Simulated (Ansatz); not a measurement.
# Ligand exchange: GeH2(CH3)F + C2HClF2 → GeH2F2 + C3H4ClF

Species: GeH2(CH3)F, singlet; C2HClF2 `F/C=C(\F)Cl`, singlet; GeH2F2 (difluorogermane) `[F][GeH2][F]`, singlet; C3H4ClF `C/C(Cl)=C/F`, singlet. The partners trade CH3 for F: Ge–CH3 and C–F bonds give way to Ge–F and C–CH3.

Shapes, held fixed at every level: PBE0-D4/def2-TZVP. Programs: Ansatz 0.2.0. Electronic energies: no zero-point or thermal term.

| level | kind | ΔE (kJ/mol) | less CCSD(T)/def2-TZVPP | CPU time (sum over the molecules) |
| --- | --- | --- | --- | --- |
| PBE-D4/def2-TZVPP | GGA | -130.5 | +14.9 | 14 s |
| r2SCAN-D4/def2-TZVPP | meta-GGA | -138.9 | +6.5 | 25 s |
| B3LYP-D4/def2-TZVPP | global hybrid | -140.6 | +4.8 | 23 s |
| PBE0-D4/def2-TZVPP | global hybrid | -135.7 | +9.7 | 16 s |
| wB97X-V/def2-TZVPP | range-separated hybrid | -140.9 | +4.5 | 38 s |
| CCSD/def2-TZVPP | coupled cluster or CI | -146.3 | -0.9 | – |
| CCSD(T)/def2-TZVPP | coupled cluster or CI | -145.4 | 0.0 | 6.7 min |

The highest level, CCSD(T)/def2-TZVPP, gives ΔE = -145.4 kJ/mol; the levels span -146.3 to -130.5. The column of differences is taken from that level and isn't an error. No measured value is set beside it here. Relativity is left out for Ge unless named. Correlated rows may include outer-core shells of Ge, which these sets cover unevenly. Times are processor times on shared x86 and Arm servers, and rough.

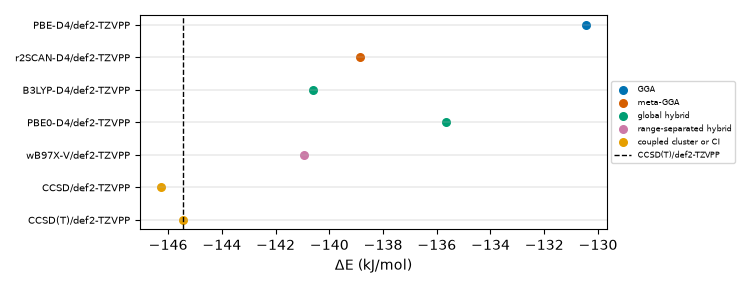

The values of the table, level by level.
